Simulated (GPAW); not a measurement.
# MgO (Fm-3m): G0W0 on several meshes in GPAW

Aim: the GW shift of MgO (Fm-3m) against the k mesh.

Method: PBE and many-body steps on it, plane waves, in GPAW 26.7.0.

## Step 1: The structure

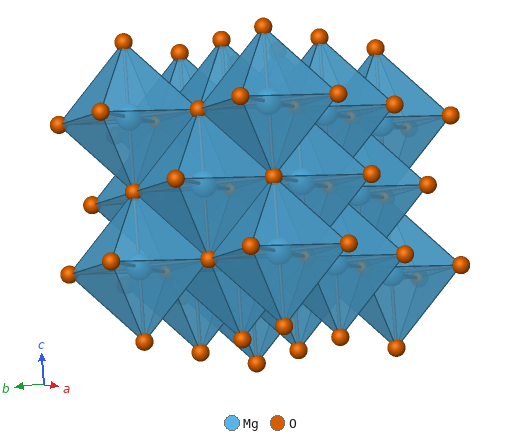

The cell as given, from a free direction (magnesium blue, oxygen orange). 2×1×1 cells are drawn. This picture shows the conventional cell, with its axes. Some periodic images of atoms are drawn too.

Structure file:

```xyz
2
Lattice="0.0000 2.0970 2.0970 2.0970 0.0000 2.0970 2.0970 2.0970 0.0000" Properties=species:S:1:pos:R:3 pbc="T T T"
Mg    0.0000    0.0000    0.0000
O     2.0970    2.0970    2.0970
```

The cell and positions are those that the Materials Project relaxed with its own functionals (PBE, PBE+U or r2SCAN), kept fixed.

## Step 2: Empty states on the mesh, 8×8×8 mesh, 284 bands

This step: GPAW 26.7.0; DFT, PBE, plane waves, PAW.

The sums over transitions need many empty states on a uniform mesh; this step solves for them.

Input file run.py:

```python
import json
import numpy as np
from gpaw.mpi import world
from gpaw import GPAW

calc = GPAW('gs.gpw').fixed_density(kpts={'size': (8, 8, 8), 'gamma': True},
    parallel={'domain': 1, 'band': 1},
    txt='nscf.txt')
calc.diagonalize_full_hamiltonian(nbands=284)
calc.write('full.gpw', mode='all')
res = {}
kpts = calc.get_ibz_k_points()
res['kpts'] = kpts
res['eigenvalues'] = [calc.get_eigenvalues(kpt=k) for k in range(len(kpts))]
res['n_electrons'] = calc.get_number_of_electrons()

if world.rank == 0:
    with open('result.json', 'w') as f:
        json.dump(res, f, default=lambda x: x.tolist())
```

Run with:

```
mpirun -n 8 gpaw python run.py
```

Numbers of over 12 decimals in the logs are rounded to 6 here.

What it wrote:

```text
Diagonalizing LCAO Hamiltonian
Converting LCAO to pw mode
convergence criteria:
- Maximum integral of absolute [eigenst]ate change: 4e-08 eV^2 / valence electron
maximum number of iterations: 100

SCF iterations
|iter     |     time |      energy | eigst |  dens |
|iter:   1|  |             | +1.35 |       |
|iter:   2|  |             | +0.18 |       |
|iter:   3|  |             | -0.73 |       |
|iter:   4|  |             | -2.94 |       |
|iter:   5|  |             | -4.05 |       |
|iter:   6|  |             | -6.28 |       |
|iter:   7|  |             | -7.49c|       |
SCF steps: 7
  __  _  _
 | _ |_)|_||  |
 |__||  | ||/\| - 26.7.0

Input parameters:
  mode=PW(ecut=600.0),
  convergence={'density': 1e-06, 'bands': -3},
  gpts=array([18, 18, 18]),
  kpts=MonkhorstPack(size=(8, 8, 8), gamma=True),
  maxiter=100,
  nbands=15,
  occupations=Occupations(name='fermi-dirac', width=0.001, fixmagmom=False),
  parallel={'domain': 1, 'band': 1},
  xc=XC(name='PBE')
Matrix size: 609x609
# Writing to full.gpw (mode='all')
  [... matrices ...]

timing:  # [seconds]
  Total: 2.102  # ━━━━━━━━━━━━━━━━━━━━━━━━━━━━━━━━━━━━━━━━━━━━━━━━━━━━━━━━━━━
```

The job ended after 8.4 s (8 MPI ranks of Intel Xeon Platinum 8259CL at 2.50GHz (Skylake/Cascade Lake), shared host; peak memory 1.4 GiB; 65 s of CPU time).

This step gave:

```
gap                                                           : 4.886 eV
k of the valence top                                          : 0, 0, 0
k of the conduction bottom                                    : 0, 0, 0
least direct gap                                              : 4.886 eV
k points computed                                             : 29
lowest point of the top converged band, above the valence top : 332.3458 eV
```

On this mesh the gap is 4.886 eV.

## Step 3: 8×8×8

Now the one-shot GW correction: screening in the RPA, then the self-energy of the levels asked for.

This step: G0W0 on PBE, plane waves, PAW.

Input file run.py:

```python
import json
import numpy as np
from gpaw.mpi import world
from gpaw.response.g0w0 import G0W0

gw = G0W0('full.gpw',
    filename='gw',
    kpts=[0],
    bands=(6, 10),
    ecut=210,
    nbands=127,
    integrate_gamma='WS',
    ppa=True)
gw.calculate()
res = {mode: {k: v for k, v in r.items() if k != 'sigma_eskwn'}
       for mode, r in gw.all_results.items()}

if world.rank == 0:
    with open('result.json', 'w') as f:
        json.dump(res, f, default=lambda x: x.tolist())
```

Run with:

```
mpirun -n 8 gpaw python run.py
```

What it wrote:

```text
Using integrator: PointIntegrator
FrequencyGridDescriptor(from 0.000+0.000j to 0.000+27.211j eV, 2 points)
Nonperiodic BCs:  [False False False]
Using integrator: PointIntegrator
FrequencyGridDescriptor(from 0.000+0.000j to 0.000+27.211j eV, 2 points)
Nonperiodic BCs:  [False False False]
  ___  _ _ _
 |   || | | |
 | | || | | |
 |__ ||_____|
 |___|

BZ k-points: Symmetries present (total): 48

  [... matrices ...]
512 k-points: 8 x 8 x 8 Monkhorst-Pack grid + [1/16,1/16,1/16]
29 k-points in the irreducible part of the Brillouin zone
       k-points in crystal coordinates                weights
   0:     0.00000000    0.00000000    0.00000000          1/512
   1:     0.12500000    0.12500000    0.00000000          6/512
   2:     0.12500000    0.12500000    0.12500000          8/512
   3:     0.25000000    0.12500000    0.12500000         12/512
   4:     0.25000000    0.25000000    0.00000000          6/512
   5:     0.25000000    0.25000000    0.12500000         24/512
   6:     0.25000000    0.25000000    0.25000000          8/512
   7:     0.37500000    0.25000000   -0.37500000         24/512
   8:     0.37500000    0.25000000    0.12500000         24/512
   9:     0.37500000    0.25000000    0.25000000         24/512
          ...
  28:     0.50000000    0.50000000    0.50000000          4/512

Distributing spins, k-points and bands (1 x 1 x 4) over 8 processes
Number of blocks: 1

Quasi particle states:
k-points (IBZ indices): [0]
Band range: (6, 10)
  [... matrices ...]
Computational parameters:
Plane wave cut-off: 210 eV
Number of bands: 127
Coulomb cutoff: None
Broadening: 0.1 eV

fxc modes: GW
Kernel: RPA
Using Godby-Needs plasmon-pole approximation:
  Fitting energy: i*E0, E0 = 1.000 Hartree
Summing all q:

Calculating screened Coulomb potential
No Coulomb truncation
FrequencyGridDescriptor(from 0.000+0.000j to 0.000+27.211j eV, 2 points)
Removing empty qpoint cache files...

Calculating chi0 body with:
    Ground state adapter containing:
    Number of spins: 1
    Number of kpoints: 512
    Number of irreducible kpoints: 29
    Number of completely occupied states: 8
    Number of partially occupied states: 8
    Occupied states memory: 0.7119140625 M / cpu

    Linear response parametrization:
    q_c: [0.0, 0.0, 0.0]
    Number of frequency points: 2
    Planewave cutoff: 210.0
    Number of bands: 127
    Number of planewaves: 137
    Broadening (eta): 1e-06
    comm.size: 8
    kncomm.size: 8
    blockcomm.size: 1

    Memory estimate of potentially large arrays:
        chi0_wGG: 0.572784 M / cpu
Integrating chi0 body.

Symmetries of q_c:
    Direct symmetries (Uq -> q): 48
    Indirect symmetries (TUq -> q): 0
In total 48 allowed symmetries.

  [... matrices ...]
29 groups of equivalent kpoints. 94.3359375% reduction.

Integral kind: response function
Integrating chi0 head and wings.

Symmetries of q_c:
    Direct symmetries (Uq -> q): 48
    Indirect symmetries (TUq -> q): 0
In total 48 allowed symmetries.

  [... matrices ...]
29 groups of equivalent kpoints. 94.3359375% reduction.

Integral kind: response function wings

Calculating chi0 body with:
    Ground state adapter containing:
    Number of spins: 1
    Number of kpoints: 512
    Number of irreducible kpoints: 29
    Number of completely occupied states: 8
    Number of partially occupied states: 8
    Occupied states memory: 0.7119140625 M / cpu

[... the further q-points ...]

Results:
f:      Occupation numbers
eps:     KS-eigenvalues [eV]
vxc:     KS vxc [eV]
exx:     Exact exchange [eV]
sigma:   Self-energies [eV]
dsigma:  Self-energy derivatives
Z:       Renormalization factors
qp:      QP-energies [eV]

k-point 0 (0): (0.000, 0.000, 0.000)                GW
band       f     eps     vxc     exx   sigma  dsigma       Z      qp
                                                                   GW
   6   1.000   5.013 -20.987 -26.443   3.659  -0.251   0.799   3.576
   7   1.000   5.013 -20.987 -26.443   3.659  -0.251   0.799   3.576
   8   0.000   9.899 -14.832 -10.125  -3.433  -0.173   0.852  10.985
   9   0.000  20.915  -9.613  -3.707  -4.578  -0.188   0.842  22.033
```

The job ended after 3.8 min (8 MPI ranks; peak memory 2.4 GiB; 30 min of CPU time).

Numbers from this step:

```
G0W0 gap on the points computed              : 7.409 eV
least direct G0W0 gap on the computed points : 7.409 eV
Z at the valence top                         : 0.7994
Z at the conduction bottom                   : 0.8522
starting gap on the mesh                     : 4.886 eV
k of the valence top                         : 0, 0, 0
k of the conduction bottom                   : 0, 0, 0
```

The gap on the mesh goes from 4.89 eV to 7.41 eV, a correction of +2.52 eV.

## Step 4: Empty states on the mesh, 6×6×6 mesh, 137 bands

This step: DFT, PBE, plane waves, PAW.

Input file run.py:

```python
import json
import numpy as np
from gpaw.mpi import world
from gpaw import GPAW

calc = GPAW('gs.gpw').fixed_density(kpts={'size': (6, 6, 6), 'gamma': True},
    parallel={'domain': 1, 'band': 1},
    txt='nscf.txt')
calc.diagonalize_full_hamiltonian(nbands=137)
calc.write('full.gpw', mode='all')
res = {}
kpts = calc.get_ibz_k_points()
res['kpts'] = kpts
res['eigenvalues'] = [calc.get_eigenvalues(kpt=k) for k in range(len(kpts))]
res['n_electrons'] = calc.get_number_of_electrons()

if world.rank == 0:
    with open('result.json', 'w') as f:
        json.dump(res, f, default=lambda x: x.tolist())
```

Run with:

```
mpirun -n 8 gpaw python run.py
```

What it wrote:

```text
Diagonalizing LCAO Hamiltonian
Converting LCAO to pw mode
convergence criteria:
- Maximum integral of absolute [eigenst]ate change: 4e-08 eV^2 / valence electron
maximum number of iterations: 100

SCF iterations
|iter     |     time |      energy | eigst |  dens |
|iter:   1|  |             | +1.31 |       |
|iter:   2|  |             | +0.37 |       |
|iter:   3|  |             | -0.27 |       |
|iter:   4|  |             | -2.52 |       |
|iter:   5|  |             | -3.59 |       |
|iter:   6|  |             | -5.92 |       |
|iter:   7|  |             | -7.12 |       |
|iter:   8|  |             | -8.63c|       |
SCF steps: 8
  __  _  _
 | _ |_)|_||  |
 |__||  | ||/\| - 26.7.0

Input parameters:
  mode=PW(ecut=600.0),
  convergence={'density': 1e-06, 'bands': -3},
  gpts=array([18, 18, 18]),
  kpts=MonkhorstPack(size=(6, 6, 6), gamma=True),
  maxiter=100,
  nbands=15,
  occupations=Occupations(name='fermi-dirac', width=0.001, fixmagmom=False),
  parallel={'domain': 1, 'band': 1},
  xc=XC(name='PBE')
Matrix size: 609x609
# Writing to full.gpw (mode='all')
  [... matrices ...]

timing:  # [seconds]
  Total: 1.240  # ━━━━━━━━━━━━━━━━━━━━━━━━━━━━━━━━━━━━━━━━━━━━━━━━━━━━━━━━━━━
```

Run time: 9.4 s. Hardware: 8 MPI ranks; peak memory 1.3 GiB; 72 s of CPU time.

This step gave:

- gap: 4.886 eV
- k of the valence top: 0, 0, 0
- k of the conduction bottom: 0, 0, 0
- least direct gap: 4.886 eV
- k points computed: 16
- lowest point of the top converged band, above the valence top: 193.5715 eV

On this mesh the gap is 4.886 eV.

## Step 5: 6×6×6

This step: G0W0 on PBE, plane waves, PAW.

Input file run.py:

```python
import json
import numpy as np
from gpaw.mpi import world
from gpaw.response.g0w0 import G0W0

gw = G0W0('full.gpw',
    filename='gw',
    kpts=[0],
    bands=(6, 10),
    ecut=210,
    nbands=127,
    integrate_gamma='WS',
    ppa=True)
gw.calculate()
res = {mode: {k: v for k, v in r.items() if k != 'sigma_eskwn'}
       for mode, r in gw.all_results.items()}

if world.rank == 0:
    with open('result.json', 'w') as f:
        json.dump(res, f, default=lambda x: x.tolist())
```

Run with:

```
mpirun -n 8 gpaw python run.py
```

What it wrote:

```text
Using integrator: PointIntegrator
FrequencyGridDescriptor(from 0.000+0.000j to 0.000+27.211j eV, 2 points)
Nonperiodic BCs:  [False False False]
Using integrator: PointIntegrator
FrequencyGridDescriptor(from 0.000+0.000j to 0.000+27.211j eV, 2 points)
Nonperiodic BCs:  [False False False]
  ___  _ _ _
 |   || | | |
 | | || | | |
 |__ ||_____|
 |___|

BZ k-points: Symmetries present (total): 48

  [... matrices ...]
216 k-points: 6 x 6 x 6 Monkhorst-Pack grid + [1/12,1/12,1/12]
16 k-points in the irreducible part of the Brillouin zone
       k-points in crystal coordinates                weights
   0:     0.00000000    0.00000000    0.00000000          1/216
   1:     0.16666667    0.16666667    0.00000000          6/216
   2:     0.16666667    0.16666667    0.16666667          8/216
[...]
9:     0.50000000    0.33333333   -0.16666667         12/216
          ...
  15:     0.50000000    0.50000000    0.50000000          4/216

Distributing spins, k-points and bands (1 x 1 x 4) over 8 processes
Number of blocks: 1

Quasi particle states:
k-points (IBZ indices): [0]
Band range: (6, 10)
  [... matrices ...]
Computational parameters:
Plane wave cut-off: 210 eV
Number of bands: 127
Coulomb cutoff: None
Broadening: 0.1 eV

fxc modes: GW
Kernel: RPA
Using Godby-Needs plasmon-pole approximation:
  Fitting energy: i*E0, E0 = 1.000 Hartree
Summing all q:

Calculating screened Coulomb potential
No Coulomb truncation
FrequencyGridDescriptor(from 0.000+0.000j to 0.000+27.211j eV, 2 points)
Removing empty qpoint cache files...

Calculating chi0 body with:
    Ground state adapter containing:
    Number of spins: 1
    Number of kpoints: 216
    Number of irreducible kpoints: 16
    Number of completely occupied states: 8
    Number of partially occupied states: 8
    Occupied states memory: 0.7119140625 M / cpu

    Linear response parametrization:
    q_c: [1.3877787807814457e-17, 1.3877787807814457e-17, 1.3877787807814457e-17]
    Number of frequency points: 2
    Planewave cutoff: 210.0
    Number of bands: 127
    Number of planewaves: 137
    Broadening (eta): 1e-06
    comm.size: 8
    kncomm.size: 8
    blockcomm.size: 1

    Memory estimate of potentially large arrays:
        chi0_wGG: 0.572784 M / cpu
Integrating chi0 body.

Symmetries of q_c:
    Direct symmetries (Uq -> q): 48
    Indirect symmetries (TUq -> q): 0
In total 48 allowed symmetries.

  [... matrices ...]
16 groups of equivalent kpoints. 92.592593% reduction.

Integral kind: response function
Integrating chi0 head and wings.

Symmetries of q_c:
    Direct symmetries (Uq -> q): 48
    Indirect symmetries (TUq -> q): 0
In total 48 allowed symmetries.

  [... matrices ...]
16 groups of equivalent kpoints. 92.592593% reduction.

Integral kind: response function wings

Calculating chi0 body with:
    Ground state adapter containing:
    Number of spins: 1
    Number of kpoints: 216
    Number of irreducible kpoints: 16
    Number of completely occupied states: 8
    Number of partially occupied states: 8
[... the further q-points ...]

Results:
f:      Occupation numbers
eps:     KS-eigenvalues [eV]
vxc:     KS vxc [eV]
exx:     Exact exchange [eV]
sigma:   Self-energies [eV]
dsigma:  Self-energy derivatives
Z:       Renormalization factors
qp:      QP-energies [eV]

k-point 0 (0): (0.000, 0.000, 0.000)                GW
band       f     eps     vxc     exx   sigma  dsigma       Z      qp
                                                                   GW
   6   1.000   5.013 -20.987 -26.452   3.663  -0.250   0.800   3.571
   7   1.000   5.013 -20.987 -26.452   3.663  -0.250   0.800   3.571
   8   0.000   9.899 -14.832 -10.105  -3.447  -0.174   0.852  10.990
   9   0.000  20.915  -9.613  -3.706  -4.574  -0.162   0.861  22.062
```

The job ended after 74 s (8 MPI ranks; peak memory 1.9 GiB; 9.8 min of CPU time).

Numbers from this step:

```yaml
g0w0_gap_on_the_points_computed: 7.419 eV
least_direct_g0w0_gap_on_the_computed_points: 7.419 eV
z_at_the_valence_top: 0.7998
z_at_the_conduction_bottom: 0.8521
starting_gap_on_the_mesh: 4.886 eV
k_of_the_valence_top: 0, 0, 0
k_of_the_conduction_bottom: 0, 0, 0
```

Against G0W0 in GPAW (8×8×8 mesh, 127 bands, screening to 210 eV, Godby-Needs plasmon pole), the gap moves by +0.009 eV.

## Step 6: Side by side

Times are wall times on 8 MPI ranks of Intel Xeon Platinum 8259CL at 2.50GHz (Skylake/Cascade Lake), shared host, good to a factor of about two.

| run | mesh | bands | screening cutoff (eV) | DFT gap (eV) | gap on the mesh (eV) | direct (eV) | time |
| --- | --- | --- | --- | --- | --- | --- | --- |
| 8×8×8 | 8×8×8 | 127 | 210 | 4.886 | 7.409 | 7.409 | 3.8 min |
| 6×6×6 | 6×6×6 | 127 | 210 | 4.886 | 7.419 | 7.419 | 74 s |

## Step 7: What came out

```json
{
 "8×8×8": "7.409 eV",
 "6×6×6": "7.419 eV",
 "known limits": "not at the basis limit"
}
```

What this shows: 6×6×6: +0.009 eV against 8×8×8. Bands and cutoff are finite, so the gap is not at the basis limit. The miss can reach some tenths of an eV and take either sign; the mesh is an error of its own. These stock PAW sets were not made for GW. In the G0W0 runs levels were corrected at 1 k point alone, so a gap called «on the mesh» is the least over those, and an edge elsewhere would be missed.

[Paths, hosts, dates, memory and timing lines, banners, echoed tables and standing remarks are left out of the program output.]

[Logs are printed without paths, hosts, clocks, repeated set-up lines and the standing remarks that a program may print on its own settings, such as how far it seeks lower states.]

[Runs of the session that timed out or met a known fault of the program may be left out.]

[Hosts, paths, dates, database ids (printed as entryN), source tags and the programs' standing remarks are cut or masked in the printed files.]
